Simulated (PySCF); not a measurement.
## Run report: InN4H8 (charge −1), geometry relaxation

InN4H8, charge −1, SMILES [NH2][In-]([NH2])([NH2])[NH2], computed with PBE0-D3(BJ)/def2-SVP geometry optimisation, gas phase (PySCF 2.14.0).

It belongs to a series of runs on one base structure; here: ligand (all four): H to NH2.

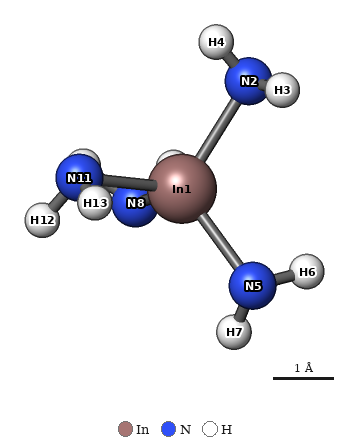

Fig. 1: The input geometry (ball-and-stick view, seen at a tilt; atoms are numbered from 1 in the order of the input). Sticks mark near contacts. Bond lengths as drawn: H–N 0.91 to 1.08 Å and In–N 2.07 to 2.23 Å.

## Input
```
{"job": {"xc": "PBE0", "basis": "def2-SVP", "d3": "d3bj", "grid": 1, "maxiter": 30, "shake": 0.03, "kind": "geom"}, "charge": -1, "multiplicity": 1}
In     0.063310    -0.072580     0.016920
N     -0.000930     0.389660     2.091470
H      0.623920    -0.271850     2.453550
H     -0.786900     0.075280     2.423280
N      1.990750    -0.502830    -0.591610
H      2.564150     0.187720    -0.042270
H      2.109170    -0.170180    -1.524260
N     -0.646260     1.719750    -1.094410
H     -0.506710     2.512200    -0.409240
H     -1.716180     1.610780    -1.031440
N     -1.344050    -1.618040    -0.419730
H     -1.501820    -1.499650    -1.418870
H     -0.817810    -2.412360    -0.431190
```

The first line tells a small driver script what to run in PySCF; the rest is the geometry in Å.

Hardware: 1 CPU thread, shared host.

Command:
```bash
OMP_NUM_THREADS=1 python <driver script> task.json out
```

## Output
```
step   0  E = -413.54008959  max force = 0.126800
step   1  E = -413.56832682  max force = 0.009036
step   2  E = -413.56922361  max force = 0.003312
step   3  E = -413.56955248  max force = 0.001410
step   4  E = -413.56962666  max force = 0.001219
step   5  E = -413.56968195  max force = 0.000488
step   6  E = -413.56970614  max force = 0.000623
step   7  E = -413.56974588  max force = 0.001295
step   8  E = -413.56980686  max force = 0.001770
step   9  E = -413.56989851  max force = 0.001577
step  10  E = -413.56999794  max force = 0.000885
step  11  E = -413.57012550  max force = 0.001278
step  12  E = -413.57018025  max force = 0.001374
step  13  E = -413.57021899  max force = 0.000879
step  14  E = -413.57023314  max force = 0.000385
optimisation converged
```

## Trajectory as extended XYZ (Å, eV, eV/Å), 8 of the 15 frames kept, from step=0 to step=14
```
13
Properties=species:S:1:pos:R:3:forces:R:3 step=0 energy=-11252.99901
In    0.0633   -0.0726    0.0169   -1.4060   1.1478  -0.2401
N    -0.0009    0.3897    2.0915    5.0083   3.2743  -3.0473
H     0.6239   -0.2718    2.4535    1.7732  -1.2767   0.9844
H    -0.7869    0.0753    2.4233   -6.5203  -2.1428   2.3936
N     1.9908   -0.5028   -0.5916    1.4908   0.2494   1.6156
H     2.5642    0.1877   -0.0423   -0.4116  -0.8003  -0.5657
H     2.1092   -0.1702   -1.5243    0.0343   0.3404  -1.1774
N    -0.6463    1.7197   -1.0944   -1.5302   0.1620   1.0649
H    -0.5067    2.5122   -0.4092   -0.0587  -0.8776  -0.6927
H    -1.7162    1.6108   -1.0314    1.7097   0.1811  -0.1629
N    -1.3440   -1.6180   -0.4197   -1.8612   2.9354  -0.1393
H    -1.5018   -1.4996   -1.4189   -0.3389   0.1953  -0.3115
H    -0.8178   -2.4124   -0.4312    2.1106  -3.3883   0.2786
13
Properties=species:S:1:pos:R:3:forces:R:3 step=2 energy=-11253.79179
In    0.0276   -0.0191    0.0038   -0.1030   0.1058  -0.0828
N     0.0236    0.3888    2.1079    0.1386  -0.0485  -0.0084
H     0.6963   -0.2564    2.5353   -0.0716   0.0292   0.0354
H    -0.8807    0.0639    2.4612    0.0180  -0.0196  -0.0080
N     2.0372   -0.4782   -0.5838    0.0186  -0.0126   0.0754
H     2.6417    0.1608   -0.0591    0.0339  -0.0058  -0.0135
H     2.1333   -0.1488   -1.5486   -0.0277   0.0005   0.0102
N    -0.6866    1.7062   -1.0788   -0.0900  -0.0844   0.1703
H    -0.5259    2.4805   -0.4251    0.0398   0.0179  -0.0605
H    -1.7084    1.6141   -1.0517    0.0055   0.0285  -0.0700
N    -1.3529   -1.6017   -0.4548    0.1242  -0.0154  -0.0780
H    -1.5706   -1.4937   -1.4510   -0.0296  -0.0458   0.0194
H    -0.8040   -2.4686   -0.4330   -0.0567   0.0502   0.0105
13
Properties=species:S:1:pos:R:3:forces:R:3 step=4 energy=-11253.80276
In    0.0137   -0.0020    0.0008    0.0005   0.0008   0.0100
N     0.0496    0.3733    2.1105   -0.0627  -0.0310   0.0478
H     0.7156   -0.2752    2.5401    0.0169  -0.0090  -0.0262
H    -0.8541    0.0451    2.4665    0.0371   0.0414  -0.0124
N     2.0309   -0.4702   -0.5572   -0.0146   0.0119  -0.0140
H     2.6479    0.1618   -0.0390   -0.0039   0.0101   0.0000
H     2.1270   -0.1491   -1.5250    0.0251  -0.0128  -0.0008
N    -0.7216    1.7060   -1.0714    0.0017  -0.0268   0.0298
H    -0.5429    2.5079   -0.4598   -0.0049   0.0143  -0.0218
H    -1.7435    1.6376   -1.0748   -0.0024   0.0111   0.0033
N    -1.3347   -1.6013   -0.4713    0.0190  -0.0218  -0.0359
H    -1.5705   -1.5205   -1.4648   -0.0031   0.0012   0.0031
H    -0.7867   -2.4658   -0.4325   -0.0087   0.0106   0.0172
13
Properties=species:S:1:pos:R:3:forces:R:3 step=6 energy=-11253.80492
In    0.0052    0.0030    0.0034    0.0127  -0.0137   0.0093
N     0.0556    0.3630    2.1162    0.0270   0.0114  -0.0174
H     0.7191   -0.3012    2.5247   -0.0087  -0.0122   0.0032
H    -0.8476    0.0519    2.4829   -0.0209  -0.0044   0.0143
N     2.0285   -0.4521   -0.5454    0.0065   0.0236   0.0046
H     2.6378    0.1912   -0.0316   -0.0058   0.0040  -0.0019
H     2.1398   -0.1522   -1.5181   -0.0053  -0.0092   0.0003
N    -0.7457    1.7000   -1.0652   -0.0126   0.0159  -0.0321
H    -0.5555    2.5240   -0.4885    0.0090  -0.0056   0.0041
H    -1.7679    1.6429   -1.0675   -0.0010  -0.0066   0.0167
N    -1.3190   -1.6101   -0.4840   -0.0312   0.0159   0.0070
H    -1.5502   -1.5413   -1.4789    0.0183  -0.0014  -0.0061
H    -0.7696   -2.4712   -0.4258    0.0120  -0.0176  -0.0019
13
Properties=species:S:1:pos:R:3:forces:R:3 step=8 energy=-11253.80766
In   -0.0054    0.0032    0.0086   -0.0018   0.0023  -0.0189
N     0.0576    0.3460    2.1240    0.0910  -0.0009  -0.0388
H     0.6927   -0.3621    2.5043   -0.0305   0.0087   0.0384
H    -0.8523    0.0829    2.5087   -0.0467  -0.0237  -0.0003
N     2.0326   -0.3902   -0.5234    0.0367  -0.0046   0.0505
H     2.6087    0.3025   -0.0367    0.0084   0.0044  -0.0154
H     2.1537   -0.1487   -1.5102   -0.0331   0.0107  -0.0104
N    -0.7962    1.6757   -1.0664   -0.0299   0.0055  -0.0569
H    -0.5671    2.5264   -0.5466    0.0137  -0.0094   0.0244
H    -1.8173    1.6288   -1.0134   -0.0040   0.0048   0.0213
N    -1.2844   -1.6374   -0.5077   -0.0257   0.0060   0.0213
H    -1.4613   -1.5871   -1.5147    0.0205  -0.0061  -0.0098
H    -0.7309   -2.4921   -0.4042    0.0012   0.0025  -0.0052
13
Properties=species:S:1:pos:R:3:forces:R:3 step=10 energy=-11253.81286
In   -0.0137   -0.0030    0.0111    0.0061   0.0237  -0.0347
N     0.0505    0.3156    2.1296    0.0306  -0.0403  -0.0063
H     0.6115   -0.4577    2.5001   -0.0198   0.0303   0.0400
H    -0.8806    0.1395    2.5162   -0.0146  -0.0063  -0.0321
N     2.0493   -0.2710   -0.4940    0.0333  -0.0359   0.0455
H     2.5586    0.5142   -0.0798    0.0142   0.0080  -0.0189
H     2.1638   -0.1307   -1.5005   -0.0310   0.0198  -0.0187
N    -0.8878    1.6269   -1.0682   -0.0337  -0.0128  -0.0065
H    -0.5821    2.5015   -0.6342    0.0105  -0.0035   0.0192
H    -1.8944    1.6050   -0.8830   -0.0025   0.0202   0.0057
N    -1.2144   -1.6898   -0.5479    0.0325  -0.0139   0.0025
H    -1.2692   -1.6722   -1.5704   -0.0059  -0.0125  -0.0007
H    -0.6608   -2.5304   -0.3568   -0.0197   0.0231   0.0049
13
Properties=species:S:1:pos:R:3:forces:R:3 step=12 energy=-11253.81782
In   -0.0019   -0.0083    0.0036    0.0092  -0.0047   0.0068
N     0.0219    0.3016    2.1236   -0.0706  -0.0054   0.0256
H     0.5389   -0.4795    2.5369    0.0104  -0.0022  -0.0100
H    -0.9334    0.1578    2.4652    0.0317   0.0146  -0.0137
N     2.0682   -0.2212   -0.5077   -0.0116  -0.0178  -0.0279
H     2.5529    0.6035   -0.1435   -0.0015   0.0066  -0.0008
H     2.1436   -0.1134   -1.5229    0.0078   0.0024   0.0014
N    -0.9220    1.6160   -1.0514    0.0076   0.0048   0.0469
H    -0.5704    2.4802   -0.6294   -0.0042   0.0038  -0.0153
H    -1.9124    1.6129   -0.7906    0.0004   0.0044  -0.0072
N    -1.1664   -1.7196   -0.5593    0.0533  -0.0013  -0.0265
H    -1.1706   -1.7321   -1.5837   -0.0216  -0.0112   0.0081
H    -0.6177   -2.5502   -0.3186   -0.0110   0.0060   0.0124
13
Properties=species:S:1:pos:R:3:forces:R:3 step=14 energy=-11253.81926
In    0.0037   -0.0089    0.0016    0.0025  -0.0081   0.0085
N    -0.0043    0.2859    2.1240   -0.0064   0.0137  -0.0044
H     0.4870   -0.5054    2.5483    0.0029  -0.0110  -0.0060
H    -0.9699    0.1645    2.4409   -0.0045  -0.0021   0.0102
N     2.0737   -0.1859   -0.5268   -0.0105   0.0138  -0.0198
H     2.5423    0.6607   -0.1918   -0.0018  -0.0040   0.0043
H     2.1312   -0.1000   -1.5455    0.0048  -0.0055   0.0047
N    -0.9452    1.6169   -1.0220    0.0081   0.0131   0.0063
H    -0.5676    2.4830   -0.6275   -0.0018  -0.0016  -0.0041
H    -1.9250    1.6296   -0.7252    0.0010  -0.0043  -0.0012
N    -1.1173   -1.7432   -0.5699    0.0016   0.0042  -0.0011
H    -1.1051   -1.7857   -1.5928   -0.0003  -0.0002   0.0011
H    -0.5730   -2.5639   -0.2912    0.0046  -0.0081   0.0015
```

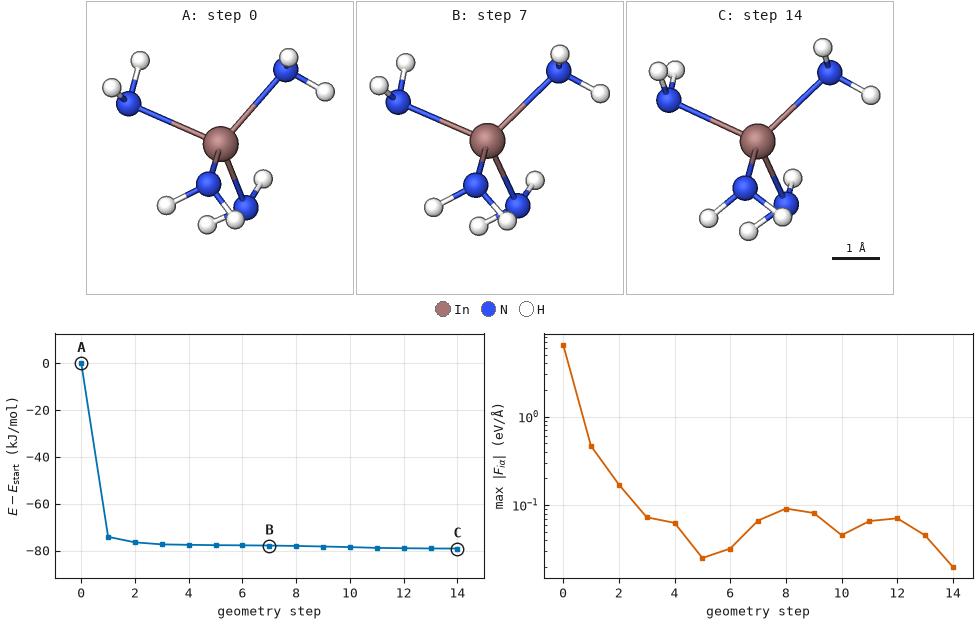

Fig. 2: Frames of the relaxation (ball-and-stick view, seen at a tilt) above the curves, on which the letters mark them (steps are counted from 0).

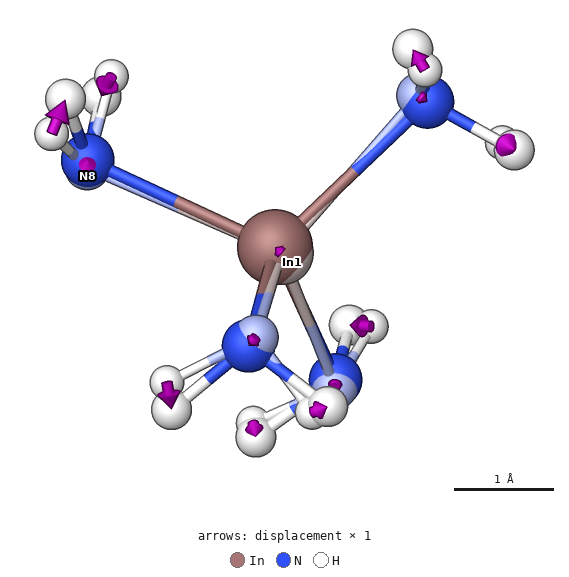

Fig. 3: Start (faint) and end (solid) with the displacements as pink arrows, at true length (ball-and-stick view, seen at a tilt). The two geometries are laid on each other by the best rigid fit. H10 moves most after the best rigid fit: 0.38 Å. By element the largest moves are H 0.38 Å, N 0.15 Å, In 0.09 Å. Among the contacts that change: N2–H4 0.909 → 1.024 Å, In1–N8 2.225 → 2.143 Å, In1–N5 2.067 → 2.144 Å, N11–H13 0.953 → 1.023 Å. Among the angles that change: In1–N2–H3 101.2° → 107.6°, N2–In1–N5 111.1° → 105.0°, In1–N8–H10 101.9° → 107.1°. Over 14 geometry steps the energy falls by 79.1 kJ/mol. Largest force component: 6.5 eV/Å at the start, 0.02 eV/Å at the end. (Atoms are counted from 1 in the order of the input.)

## Results in brief

| quantity | value |
| --- | --- |
| outcome | converged |
| total energy | −413.570233 hartree |
| point group | S4 |
| wall time | 1.7 min |
| peak memory | 0.51 GiB |
